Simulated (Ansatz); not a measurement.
# (SrO)1(LiCl)3 [001] superlattice, started as rocksalt type: phonons and vibrational spectra, part 2 of 2

Wanted: vibrations and spectra of (SrO)1(LiCl)3 [001] superlattice, started as rocksalt type; the cell is already relaxed.

Ansatz 0.2.0; DFT PBEsol, scalar-relativistic, plane waves, PAW.

So far: The starting structure; Zone-centre response.

The structure was built from a prototype and need not be the compound's stable phase.

**2. Zone-centre response (continued)**

Transverse modes; imaginary modes are left out. Lines of the infrared spectrum (strongest = 100):

| position (cm⁻¹) | relative intensity |
| --- | --- |
| 68 | 3.3 |
| 89 | 0.0 |
| 108 | 4.7 |
| 109 | 0.0 |
| 126 | 0.0 |
| 222 | 28 |
| 234 | 0.8 |
| 245 | 15 |
| 251 | 0.0 |
| 252 | 0.2 |
| 273 | 0.0 |
| 286 | 100 |
| 312 | 0.4 |

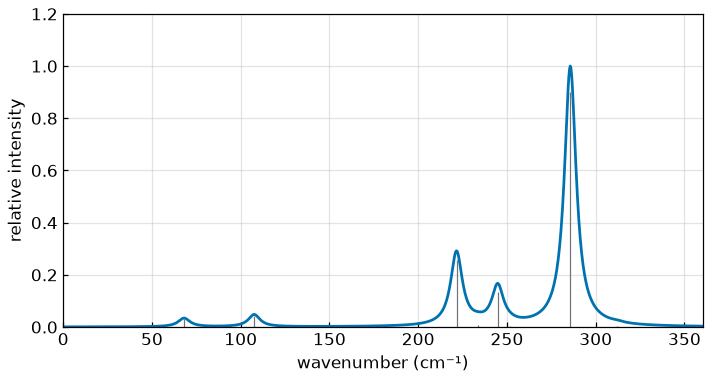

The infrared spectrum, broadened with Lorentzians of width 8 cm⁻¹; bars mark the lines.

Activity x (w_L - w)^4 (n + 1)/w, 532 nm, 300 K; imaginary modes are left out; modes without the macroscopic field alone. Lines of the Raman spectrum (strongest = 100):

| position (cm⁻¹) | relative intensity |
| --- | --- |
| 68 | 0.0 |
| 89 | 56 |
| 108 | 0.0 |
| 109 | 0.0 |
| 126 | 100 |
| 222 | 0.0 |
| 234 | 0.0 |
| 245 | 0.0 |
| 251 | 2.6 |
| 252 | 0.0 |
| 273 | 10 |
| 286 | 0.0 |
| 312 | 0.0 |

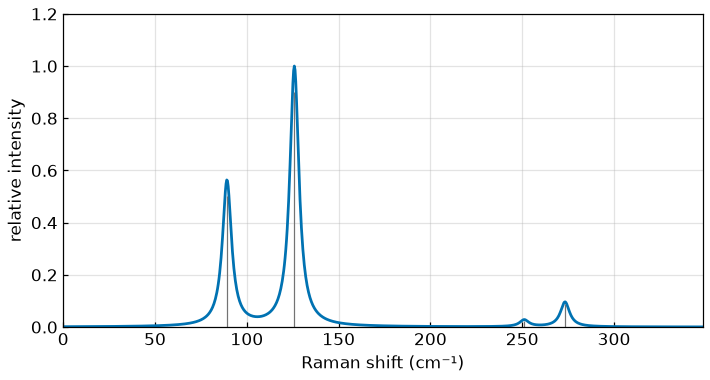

The Raman spectrum, broadened with Lorentzians of width 6 cm⁻¹; bars mark the lines.

Before it was imposed, the acoustic sum rule was missed by 0.0017 eV/Å² and the charge sum rule by 0.0066 e. Small misses are needed for a sound result but don't prove that mesh and cutoff are converged. The lowest optical mode is imaginary, 184.5i cm⁻¹, so the energy falls along it.

**3. Another isotope, element Cl, natural mass 35.45 amu**

An isotope changes the mass and not the force constants, so no new electronic calculation is needed; the shifts show which modes move this element.

The same force constants with the mass of Cl changed from 35.450 to 36.966 u (phonopy, no LO-TO term). Both lists are sorted by frequency; levels can cross, so a row need not hold one and the same mode. Modes under 3 cm⁻¹ are left out. Isotope shifts, by row:

| q | rank | natural mass (cm⁻¹) | changed mass (cm⁻¹) |
| --- | --- | --- | --- |
| 0 0 0 | 1 | -184.5 | -184.2 |
| 0 0 0 | 5 | 68.1 | 67.45 |
| 0 0 0 | 6 | 68.1 | 67.45 |
| 0 0 0 | 7 | 89.2 | 87.42 |
| 0 0 0 | 8 | 89.2 | 87.42 |
| 0 0 0 | 9 | 107.6 | 105.7 |
| 0 0 0 | 10 | 107.6 | 105.7 |
| 0 0 0 | 11 | 108.8 | 107.2 |
| 0 0 0 | 12 | 125.9 | 125 |
| 0 0 0 | 13 | 221.6 | 220.8 |
| 0 0 0 | 14 | 221.6 | 220.8 |
| 0 0 0 | 15 | 233.6 | 233.3 |
| 0 0 0 | 16 | 233.6 | 233.3 |
| 0 0 0 | 17 | 244.8 | 242 |
| 0 0 0 | 18 | 251.1 | 250.5 |
| 0 0 0 | 19 | 251.1 | 250.9 |
| 0 0 0 | 20 | 251.7 | 250.9 |
| 0 0 0 | 21 | 273.3 | 269.7 |
| 0 0 0 | 22 | 285.7 | 285.7 |
| 0 0 0 | 23 | 285.7 | 285.7 |
| 0 0 0 | 24 | 312.2 | 312 |

A mode of this element alone would shift by -2.07 %. The highest zone-centre frequency without the field goes from 312.2 to 312.0 cm⁻¹ (-0.1 %).

**4. Isotope substitution, element Li, natural mass 6.94 amu**

The same for Li, from 6.94 to 6.02 u.

The same force constants with the mass of Li changed from 6.940 to 6.015 u (phonopy, no LO-TO term). Both lists are sorted by frequency; levels can cross, so a row need not hold one and the same mode. Modes under 3 cm⁻¹ are left out. Isotope shifts, by row:

| q | rank | natural mass (cm⁻¹) | changed mass (cm⁻¹) |
| --- | --- | --- | --- |
| 0 0 0 | 1 | -184.5 | -193.8 |
| 0 0 0 | 5 | 68.1 | 68.46 |
| 0 0 0 | 6 | 68.1 | 68.46 |
| 0 0 0 | 7 | 89.2 | 89.44 |
| 0 0 0 | 8 | 89.2 | 89.44 |
| 0 0 0 | 9 | 107.6 | 108.3 |
| 0 0 0 | 10 | 107.6 | 108.3 |
| 0 0 0 | 11 | 108.8 | 109.1 |
| 0 0 0 | 12 | 125.9 | 131.7 |
| 0 0 0 | 13 | 221.6 | 235 |
| 0 0 0 | 14 | 221.6 | 235 |
| 0 0 0 | 15 | 233.6 | 242.2 |
| 0 0 0 | 16 | 233.6 | 242.2 |
| 0 0 0 | 17 | 244.8 | 246.9 |
| 0 0 0 | 18 | 251.1 | 261.9 |
| 0 0 0 | 19 | 251.1 | 269 |
| 0 0 0 | 20 | 251.7 | 269 |
| 0 0 0 | 21 | 273.3 | 280.8 |
| 0 0 0 | 22 | 285.7 | 294.5 |
| 0 0 0 | 23 | 285.7 | 294.5 |
| 0 0 0 | 24 | 312.2 | 323.5 |

A mode of this element alone would shift by +7.41 %. The highest zone-centre frequency without the field goes from 312.2 to 323.5 cm⁻¹ (+3.6 %).

**5. Isotope substitution, element O, natural mass 15.999 amu**

The same for O, from 16.00 to 18.00 u.

The same force constants with the mass of O changed from 15.999 to 17.999 u (phonopy, no LO-TO term). Both lists are sorted by frequency; levels can cross, so a row need not hold one and the same mode. Modes under 3 cm⁻¹ are left out. Isotope shifts, by row:

| q | rank | natural mass (cm⁻¹) | changed mass (cm⁻¹) |
| --- | --- | --- | --- |
| 0 0 0 | 1 | -184.5 | -181.9 |
| 0 0 0 | 5 | 68.1 | 67.96 |
| 0 0 0 | 6 | 68.1 | 67.96 |
| 0 0 0 | 7 | 89.2 | 89.2 |
| 0 0 0 | 8 | 89.2 | 89.2 |
| 0 0 0 | 9 | 107.6 | 107.6 |
| 0 0 0 | 10 | 107.6 | 107.6 |
| 0 0 0 | 11 | 108.8 | 108.2 |
| 0 0 0 | 12 | 125.9 | 125.9 |
| 0 0 0 | 13 | 221.6 | 221.6 |
| 0 0 0 | 14 | 221.6 | 221.6 |
| 0 0 0 | 15 | 233.6 | 229.3 |
| 0 0 0 | 16 | 233.6 | 229.3 |
| 0 0 0 | 17 | 244.8 | 244.3 |
| 0 0 0 | 18 | 251.1 | 248.4 |
| 0 0 0 | 19 | 251.1 | 251.1 |
| 0 0 0 | 20 | 251.7 | 251.1 |
| 0 0 0 | 21 | 273.3 | 273.3 |
| 0 0 0 | 22 | 285.7 | 276.3 |
| 0 0 0 | 23 | 285.7 | 276.3 |
| 0 0 0 | 24 | 312.2 | 306.1 |

A mode of this element alone would shift by -5.72 %. The highest zone-centre frequency without the field goes from 312.2 to 306.1 cm⁻¹ (-2.0 %).

**6. Isotope substitution, element Sr, natural mass 87.62 amu**

The same for Sr, from 87.62 to 85.91 u.

A mode of this element alone would shift by +0.99 %. The highest zone-centre frequency without the field goes from 312.2 to 312.7 cm⁻¹ (+0.2 %).

**7. What came out**

| Quantity | Value |
| --- | --- |
| space group (within 0.01 Å) | P4/mmm |
| volume per atom | 16.8 Å³ |
| gap on the k-mesh | 4.17 eV |
| highest optical mode at the zone centre (no LO-TO term) | 312 cm⁻¹ |
| top of the zone-centre spectrum with the field | 456 cm⁻¹ |
| lowest optical zone-centre mode | -184 cm⁻¹ |
| mean high-frequency dielectric constant | 3.26 |
| largest Born charge (third of the trace) | 2.35 e |
| imaginary modes at Γ (the only wavevector solved) | yes |

A zone-centre mode is imaginary (184.5i cm⁻¹), so this structure is not a minimum of the energy. Without the field, the optical modes at Γ span -184 to 312 cm⁻¹ (negative means imaginary). No dispersion was computed. The highest mode in this list at Γ, 312.2 cm⁻¹, has its largest share on Li (45 % of the kinetic energy). With the macroscopic field of the longitudinal modes the top of the zone-centre spectrum lies at 456 cm⁻¹, against 312 cm⁻¹ without it. Among the real modes, the strongest infrared line is at 286 cm⁻¹. Averaged over orientations, the strongest Raman line at 532 nm and 300 K is at 126 cm⁻¹. The starting cell was built on a prototype and not taken from a measurement, so the phase need not exist. These are harmonic frequencies at zero temperature: anharmonic shifts, linewidths and thermal expansion are left out.

[Hosts, paths, dates, database ids (printed as entryN), source tags and the programs' standing remarks are cut or masked in the printed files.]
